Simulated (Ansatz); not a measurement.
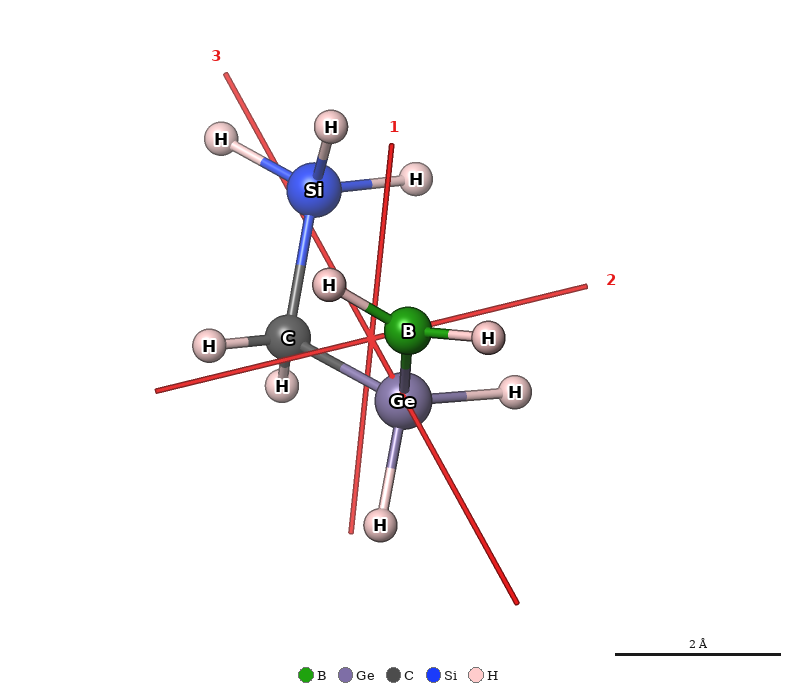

The three principal axes of inertia are drawn and numbered. Distant atoms are faded towards the background colour. The geometry was computed by an optimisation with PBE0-D4/def2-TZVP. No frequency run is at hand to confirm it as a minimum. Masses are those of the most abundant isotopes; constants are for the rigid equilibrium geometry.

Q: Which line is the a axis (least moment of inertia), which b and which c?

A: a is line 3, b is line 1, c is line 2; the moments are 80.3, 285, 330 u Å².

Q: What kind of rotor is it, and what are its rotational constants in GHz?

A: An asymmetric top (C1): A = 6.29, B = 1.77, C = 1.53 GHz. Ray's parameter κ is −0.90, close to the prolate limit.
